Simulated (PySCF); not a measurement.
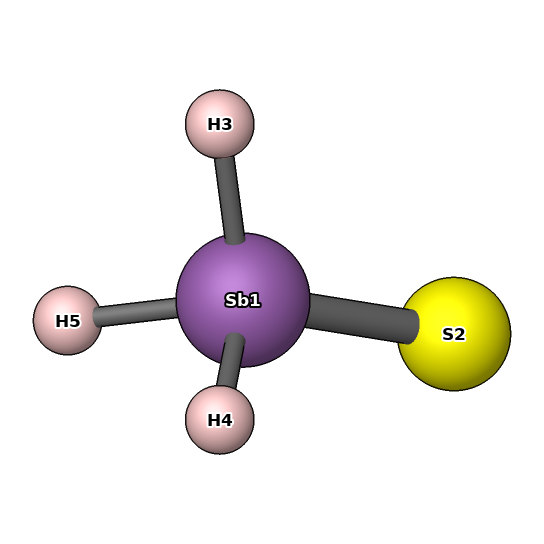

The thickness of each stick grows with its Mayer bond order. Computed geometry: PBE0/def2-TZVP with core potentials optimisation. Computed with PBE0/def2-TZVP, core potentials on Sb (PySCF 2.14.0).

List the Mayer bond orders of Sb1–S2, Sb1–H3 (one bond of each equivalent set).

```json
{"bond": "Sb1–S2", "Mayer order": "1.70", "length (Å)": "2.222"}
{"bond": "Sb1–H3", "Mayer order": "0.87", "length (Å)": "1.695"}
```
